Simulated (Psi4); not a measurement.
**Single-point calculation of BNH4**

System: BNH4, SMILES BN.
Method: r2SCAN/pcseg-4, RKS (Psi4 1.11).

The geometry comes from this level: PBE0-D4/def2-TZVP.

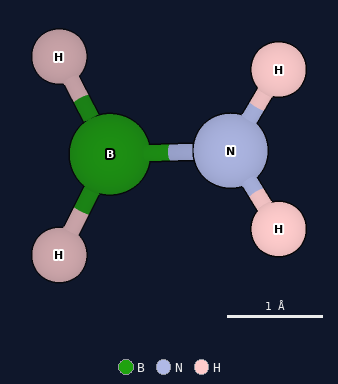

Figure 1. The input geometry (ball-and-stick view, seen at a tilt).

### Input (bh4n.dat)
```
memory 1600 mb

molecule {
  0 1
  B     -0.128200    -0.679600    -0.025600
  N      0.146100     0.677400     0.010800
  H      0.225800    -1.368000     0.887500
  H     -0.712000    -1.128700    -0.969200
  H     -0.121600     1.313700    -0.720800
  H      0.632000     1.121400     0.771300
  symmetry c1
}

set {
  puream true
  scf_type df
  dft_radial_points 99
  dft_spherical_points 590
}

E, wfn = energy('r2scan/pcseg-4', return_wfn=True)
print_variables()
```

Machine: 1 thread of Intel Xeon @ 2.50GHz (Skylake/Cascade Lake), 189 GiB of memory available, shared host.

Launch command:
```bash
psi4 -n 1 bh4n.dat bh4n.out
```

### Output
```
Psi4 1.11 release

   => Loading Basis Set <=

    Name: PCSEG-4
    Role: ORBITAL
    Keyword: BASIS

         ---------------------------------------------------------
                                   SCF
                              RKS Reference
                        1 Threads,   1525 MiB Core
         ---------------------------------------------------------

  ==> Geometry <==

    Molecular point group: c1
    Full point group: C1

    Geometry (in Angstrom), charge = 0, multiplicity = 1:

       Center              X                  Y                   Z               Mass
    ------------   -----------------  -----------------  -----------------  -----------------
         B           -0.150884644032    -0.746453663855    -0.020020501748    11.009305360000
         N            0.123415355968     0.610546336145     0.016379498252    14.003074004430
         H            0.203115355968    -1.434853663855     0.893079498252     1.007825032230
         H           -0.734684644032    -1.195553663855    -0.963620501748     1.007825032230
         H           -0.144284644032     1.246846336145    -0.715220501748     1.007825032230
         H            0.609315355968     1.054546336145     0.776879498252     1.007825032230

  Running in c1 symmetry.

  Rotational constants: A =      4.63645  B =      0.92433  C =      0.77069 [cm^-1]
  Rotational constants: A = 138997.27363  B =  27710.84607  C =  23104.64580 [MHz]
  Nuclear repulsion =   32.316093047941223

  Charge       = 0
  Multiplicity = 1
  Electrons    = 16
  Nalpha       = 8
  Nbeta        = 8

  ==> Algorithm <==

  SCF Algorithm Type is DF.
  DIIS enabled.
  MOM disabled.
  Fractional occupation disabled.
  Guess Type is SAD.
  Energy threshold   = 1.00e-06
  Density threshold  = 1.00e-06
  Integral threshold = 1.00e-12

  ==> Primary Basis <==

  Basis Set: PCSEG-4
    Blend: PCSEG-4
    Number of shells: 114
    Number of basis functions: 446
    Number of Cartesian functions: 580
    Spherical Harmonics?: true
    Max angular momentum: 5

  ==> DFT Potential <==

   => LibXC <=

    Version 7.1.2

   => Composite Functional: R2SCAN <=

    r2SCAN Meta-GGA XC Functional  (0.1021/acs.jpclett.0c02405)

    Deriv               =              1
    GGA                 =           TRUE
    Meta                =           TRUE

    Exchange Hybrid     =          FALSE
    MP2 Hybrid          =          FALSE

   => Exchange Functionals <=

    1.0000   XC_MGGA_X_R2SCAN

   => Correlation Functionals <=

    1.0000   XC_MGGA_C_R2SCAN

   => LibXC Density Thresholds  <==

    XC_MGGA_C_R2SCAN:  1.00E-15
    XC_MGGA_X_R2SCAN:  1.00E-11

   => Molecular Quadrature <=

    Radial Scheme          =       TREUTLER
    Pruning Scheme         =           NONE
    Nuclear Scheme         =       TREUTLER

    Blocking Scheme        =         OCTREE
    BS radius alpha        =              1
    Pruning alpha          =              1
    Radial Points          =             99
    Spherical Points       =            590
    Total Points           =         337954
    Total Blocks           =           2447
    Max Points             =            256
    Max Functions          =            431
    Weights Tolerance      =       1.00E-15

   => Loading Basis Set <=

    Name: (PCSEG-4 AUX)
    Role: JKFIT
    Keyword: DF_BASIS_SCF

  ==> Integral Setup <==

  DFHelper Memory: AOs need 0.956 GiB; user supplied 0.956 GiB.
  SCF_SUBTYPE=INCORE selected. In-core MEM_DF algorithm will be used.
  Using in-core AOs.

  ==> MemDFJK: Density-Fitted J/K Matrices <==

    J tasked:                   Yes
    K tasked:                    No
    wK tasked:                   No
    Memory [MiB]:               978
    Algorithm:                 Core
    Schwarz Cutoff:           1E-12
    Mask sparsity (%):       3.3944
    Fitting Condition:        1E-10

   => Auxiliary Basis Set <=

  Basis Set: (PCSEG-4 AUX)
    Blend: CC-PV5Z-JKFIT
    Number of shells: 132
    Number of basis functions: 624
    Number of Cartesian functions: 904
    Spherical Harmonics?: true
    Max angular momentum: 6

  Cached 2.0% of DFT collocation blocks in 0.149 [GiB].

  Minimum eigenvalue in the overlap matrix is 5.0374361253E-06.
  Reciprocal condition number of the overlap matrix is 4.2969875146E-07.
    Using symmetric orthogonalization.

  ==> Pre-Iterations <==

  SCF Guess: Superposition of Atomic Densities via on-the-fly atomic UHF (no occupation information).

   -------------------------
    Irrep   Nso     Nmo
   -------------------------
     A        446     446
   -------------------------
    Total     446     446
   -------------------------

  ==> Iterations <==

                           Total Energy        Delta E     RMS |[F,P]|

   @DF-RKS iter SAD:   -81.37127411392440   -8.13713e+01   0.00000e+00
   @DF-RKS iter   1:   -81.67619753281194   -3.04923e-01   2.00138e-03 DIIS/ADIIS
   @DF-RKS iter   2:   -81.08835267979572    5.87845e-01   2.94885e-03 DIIS/ADIIS
   @DF-RKS iter   3:   -81.99856890002179   -9.10216e-01   4.75290e-04 DIIS/ADIIS
   @DF-RKS iter   4:   -82.01919297683857   -2.06241e-02   1.94982e-04 DIIS/ADIIS
   @DF-RKS iter   5:   -82.02360564457815   -4.41267e-03   1.86509e-05 DIIS
   @DF-RKS iter   6:   -82.02364070140149   -3.50568e-05   3.28192e-06 DIIS
   @DF-RKS iter   7:   -82.02364224496682   -1.54357e-06   3.63051e-07 DIIS
   @DF-RKS iter   8:   -82.02364226294996   -1.79831e-08   5.80288e-08 DIIS
  Energy and wave function converged.

  ==> Post-Iterations <==

   Electrons on quadrature grid:
      Ntotal   =   16.0000000690 ; deviation = 6.899e-08

    Orbital Energies [Eh]
    ---------------------

    Doubly Occupied:

       1A    -14.166004     2A     -6.608947     3A     -0.839198
       4A     -0.493549     5A     -0.483431     6A     -0.361908
       7A     -0.288577     8A     -0.279658

    Virtual:

       9A     -0.015524    10A      0.007691    11A      0.037929
      12A      0.056593    13A      0.057899    14A      0.084416
      15A      0.085222    16A      0.106274    17A      0.128215
      18A      0.128224    19A      0.140142    20A      0.141906
      21A      0.165215    22A      0.183118    23A      0.185974
      24A      0.200020    25A      0.218528    26A      0.233936
      27A      0.234533    28A      0.247537    29A      0.268404
      30A      0.273379    31A      0.290439    32A      0.319151
      33A      0.330061    34A      0.340620    35A      0.347976
      36A      0.380285    37A      0.412535    38A      0.413550
      39A      0.418216    40A      0.451108    41A      0.468368
      42A      0.478592    43A      0.502889    44A      0.518091
      45A      0.533659    46A      0.553764    47A      0.566554
      48A      0.571044    49A      0.584467    50A      0.590608
      51A      0.607669    52A      0.613579    53A      0.650633
      54A      0.652999    55A      0.685869    56A      0.692659
      57A      0.704834    58A      0.710752    59A      0.735176
      60A      0.766885    61A      0.779618    62A      0.825350
      63A      0.917586    64A      0.917823    65A      0.942893
      66A      0.975400    67A      1.021055    68A      1.070151
      69A      1.077505    70A      1.087457    71A      1.115046
      72A      1.141374    73A      1.148566    74A      1.156002
      75A      1.185625    76A      1.187023    77A      1.187870
      78A      1.191453    79A      1.205215    80A      1.211491
      81A      1.276413    82A      1.281820    83A      1.304461
      84A      1.308154    85A      1.330110    86A      1.333720
      87A      1.381227    88A      1.384249    89A      1.401412
      90A      1.412338    91A      1.413793    92A      1.451623
      93A      1.470411    94A      1.480239    95A      1.483165
      96A      1.562140    97A      1.584307    98A      1.594562
      99A      1.615993   100A      1.629752   101A      1.641766
     102A      1.649237   103A      1.671979   104A      1.707971
     105A      1.729674   106A      1.731008   107A      1.830459
     108A      1.865984   109A      1.882421   110A      2.025132
     111A      2.061261   112A      2.065526   113A      2.075853
     114A      2.080768   115A      2.179141   116A      2.194531
     117A      2.196546   118A      2.220144   119A      2.242358
     120A      2.408717   121A      2.409364   122A      2.435912
     123A      2.499997   124A      2.510753   125A      2.554116
     126A      2.567580   127A      2.612699   128A      2.651444
     129A      2.696616   130A      2.710451   131A      2.769038
     132A      2.783903   133A      2.816520   134A      2.864066
     135A      2.932597   136A      2.974594   137A      3.011553
     138A      3.071072   139A      3.073462   140A      3.100066
     141A      3.166027   142A      3.167728   143A      3.170954
     144A      3.240043   145A      3.257705   146A      3.267266
     147A      3.292903   148A      3.343754   149A      3.353515
     150A      3.422458   151A      3.431215   152A      3.479177
     153A      3.502133   154A      3.547272   155A      3.553570
     156A      3.590144   157A      3.631515   158A      3.668350
     159A      3.682156   160A      3.724271   161A      3.724359
     162A      3.779923   163A      3.803495   164A      3.857029
     165A      3.873366   166A      3.877843   167A      3.887632
     168A      3.932755   169A      3.958513   170A      3.978425
     171A      3.982260   172A      4.022032   173A      4.061288
     174A      4.061777   175A      4.065273   176A      4.109116
     177A      4.122748   178A      4.156668   179A      4.165378
     180A      4.187931   181A      4.266534   182A      4.298930
     183A      4.349779   184A      4.360183   185A      4.419022
     186A      4.423226   187A      4.462652   188A      4.470248
     189A      4.541195   190A      4.575543   191A      4.581717
     192A      4.587539   193A      4.630921   194A      4.673527
     195A      4.742726   196A      4.807616   197A      4.850688
     198A      4.895432   199A      4.925295   200A      4.942428
     201A      4.994000   202A      5.078570   203A      5.104349
     204A      5.117122   205A      5.130012   206A      5.178031
     207A      5.182132   208A      5.252072   209A      5.391783
     210A      5.419361   211A      5.439648   212A      5.443361
     213A      5.638538   214A      5.719334   215A      5.778906
     216A      5.811902   217A      5.940571   218A      5.945259
     219A      6.065020   220A      6.078266   221A      6.079804
     222A      6.133011   223A      6.224276   224A      6.342931
     225A      6.372418   226A      6.388648   227A      6.499781
     228A      6.580551   229A      6.620294   230A      6.659871
     231A      6.732041   232A      6.797980   233A      6.804166
     234A      6.987868   235A      7.001451   236A      7.311238
     237A      7.363529   238A      7.371888   239A      7.406040
     240A      7.722175   241A      7.817208   242A      7.830465
     243A      7.922600   244A      8.036329   245A      8.074219
     246A      8.146851   247A      8.218758   248A      8.299643
     249A      8.349486   250A      8.358142   251A      8.604157
     252A      8.728844   253A      8.772664   254A      8.804267
     255A      8.874101   256A      8.891433   257A      9.047913
     258A      9.061198   259A      9.064089   260A      9.117673
     261A      9.155726   262A      9.164814   263A      9.189734
     264A      9.205354   265A      9.288120   266A      9.319282
     267A      9.327725   268A      9.431575   269A      9.442006
     270A      9.479052   271A      9.518080   272A      9.619571
     273A      9.625516   274A      9.707938   275A      9.749623
     276A      9.871162   277A      9.899855   278A      9.930907
     279A      9.938150   280A      9.996646   281A     10.068773
     282A     10.111524   283A     10.117836   284A     10.179026
     285A     10.194614   286A     10.212341   287A     10.304690
     288A     10.356598   289A     10.392691   290A     10.411293
     291A     10.447093   292A     10.501681   293A     10.523187
     294A     10.552645   295A     10.621375   296A     10.854328
     297A     10.892143   298A     11.135802   299A     11.153140
     300A     11.171148   301A     11.215525   302A     11.269506
     303A     11.399005   304A     11.558000   305A     11.620255
     306A     11.686288   307A     11.856597   308A     11.869947
     309A     11.971069   310A     11.987291   311A     12.023164
     312A     12.050884   313A     12.070568   314A     12.123731
     315A     12.229344   316A     12.406830   317A     12.446993
     318A     12.624689   319A     12.691801   320A     12.749583
     321A     12.820910   322A     12.846714   323A     12.920064
     324A     12.930745   325A     12.949728   326A     13.035972
     327A     13.097457   328A     13.128167   329A     13.202588
     330A     13.316903   331A     13.317891   332A     13.351056
     333A     13.383966   334A     13.396484   335A     13.501302
     336A     13.548223   337A     13.586823   338A     13.743035
     339A     13.786388   340A     13.973217   341A     13.977254
     342A     14.101985   343A     14.448239   344A     14.482101
     345A     14.581330   346A     14.598868   347A     14.664536
     348A     14.664761   349A     14.750120   350A     14.873627
     351A     14.949618   352A     15.146918   353A     15.250992
     354A     15.408756   355A     15.601768   356A     15.745495
     357A     15.787491   358A     15.942910   359A     15.981156
     360A     16.036618   361A     16.128090   362A     16.212675
     363A     16.256459   364A     16.695507   365A     16.938412
     366A     16.938654   367A     17.032658   368A     17.438056
     369A     17.439579   370A     17.442328   371A     17.444312
     372A     17.498383   373A     17.543309   374A     17.564191
     375A     17.579360   376A     17.598900   377A     17.634712
     378A     17.641137   379A     17.670196   380A     17.769279
     381A     17.770022   382A     17.824767   383A     17.904063
     384A     18.079989   385A     18.113060   386A     18.268040
     387A     18.457528   388A     18.504681   389A     18.515671
     390A     18.557357   391A     18.653405   392A     18.655568
     393A     18.702625   394A     18.781552   395A     19.040469
     396A     19.329471   397A     19.392238   398A     19.894112
     399A     20.048444   400A     20.132736   401A     20.228899
     402A     20.350309   403A     20.424053   404A     20.691714
     405A     21.160211   406A     21.201413   407A     21.220687
     408A     21.316045   409A     21.586098   410A     21.645032
     411A     21.732290   412A     21.980938   413A     22.355544
     414A     22.528548   415A     22.658142   416A     24.034484
     417A     24.101542   418A     24.245849   419A     24.282669
     420A     24.398745   421A     24.444094   422A     24.657255
     423A     24.795810   424A     24.980083   425A     25.255789
     426A     26.280678   427A     26.329823   428A     27.424269
     429A     47.672609   430A     48.746783   431A     48.795841
     432A     49.190709   433A     49.629295   434A     50.000748
     435A     93.492817   436A     93.518255   437A     93.621316
     438A     93.651340   439A     93.716563   440A     93.751710
     441A     93.890937   442A     93.913603   443A     94.237731
     444A     94.258700   445A     94.757335   446A     94.847700

    Final Occupation by Irrep:
              A
    DOCC [     8 ]
    NA   [     8 ]
    NB   [     8 ]

  @DF-RKS Final Energy:   -82.02364226294996

   => Energetics <=

    Nuclear Repulsion Energy =             32.3160930479412229
    One-Electron Energy =                -173.5067433240813841
    Two-Electron Energy =                  71.5958243509575425
    DFT Exchange-Correlation Energy =     -12.4288163377673424
    Empirical Dispersion Energy =           0.0000000000000000
    VV10 Nonlocal Energy =                  0.0000000000000000
    Total Energy =                        -82.0236422629499629

Computation Completed

Properties will be evaluated at   0.000000,   0.000000,   0.000000 [a0]

Properties computed using the SCF density matrix

 Multipole Moments:

 ------------------------------------------------------------------------------------
     Multipole            Electronic (a.u.)      Nuclear  (a.u.)        Total (a.u.)
 ------------------------------------------------------------------------------------

 L = 1.  Multiply by 2.5417464519 to convert [e a0] to [Debye]
 Dipole X            :          0.0713219            0.0811556            0.1524775
 Dipole Y            :          0.3532099            0.4016450            0.7548549
 Dipole Z            :          0.0095017            0.0107185            0.0202201
 Magnitude           :                                                    0.7703663

 ------------------------------------------------------------------------------------

	total time  =        566 seconds =       9.43 minutes

  Variable Map:
  ----------------------------------------------------------------------------
  "CURRENT ENERGY"              =>     -82.023642262950
  "CURRENT REFERENCE ENERGY"    =>     -82.023642262950
  "DD SOLVATION ENERGY"         =>       0.000000000000
  "DFT FUNCTIONAL TOTAL ENERGY" =>     -82.023642262950
  "DFT TOTAL ENERGY"            =>     -82.023642262950
  "DFT VV10 ENERGY"             =>       0.000000000000
  "DFT XC ENERGY"               =>     -12.428816337767
  "GRID ELECTRONS ALPHA"        =>       8.000000034493
  "GRID ELECTRONS BETA"         =>       8.000000034493
  "GRID ELECTRONS TOTAL"        =>      16.000000068985
  "NUCLEAR REPULSION ENERGY"    =>      32.316093047941
  "ONE-ELECTRON ENERGY"         =>    -173.506743324081
  "PCM POLARIZATION ENERGY"     =>       0.000000000000
  "PE ENERGY"                   =>       0.000000000000
  "SCF ITERATION ENERGY"        =>     -82.023642262950
  "SCF ITERATIONS"              =>       8.000000000000
  "SCF TOTAL ENERGY"            =>     -82.023642262950
  "TWO-ELECTRON ENERGY"         =>      71.595824350958
  "XC GRID RADIAL POINTS"       =>      99.000000000000
  "XC GRID SPHERICAL POINTS"    =>     590.000000000000
  "XC GRID TOTAL POINTS"        =>  337954.000000000000

  Array Variable Map:
  ----------------------------------------------------------------------------
  "CURRENT DIPOLE"              =>       0.152477456451 ... 0.020220130390 1 by 3
  "SCF DIPOLE"                  =>       0.152477456451 ... 0.020220130390 1 by 3
  "SCF TOTAL ENERGIES"          =>     -81.371274113924 ... -82.023642262950 1 by 9

    Psi4 run time: 0:09:26.23
```

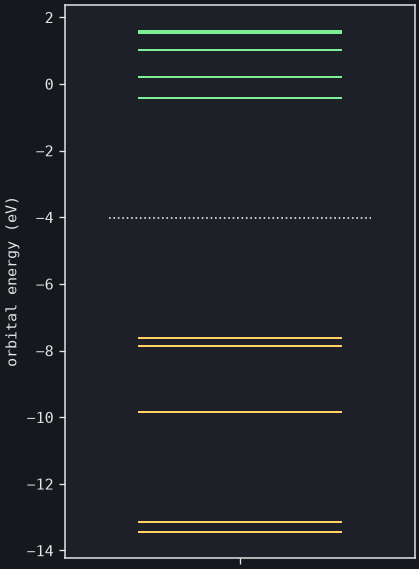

Figure 2. Orbital energies near the frontier; the dotted line parts filled from empty levels, and levels within 0.02 eV of each other stand side by side. Highest filled −7.61 eV, lowest empty −0.42 eV, 7.19 eV apart.

### Summary

| quantity | value |
| --- | --- |
| outcome | converged |
| total energy | −82.023642 hartree |
| basis functions | 446 |
| HOMO | −7.61 eV |
| LUMO | −0.42 eV |
| dipole moment | 1.96 D |
| wall time | 9.5 min |
| peak memory | 1.4 GiB |
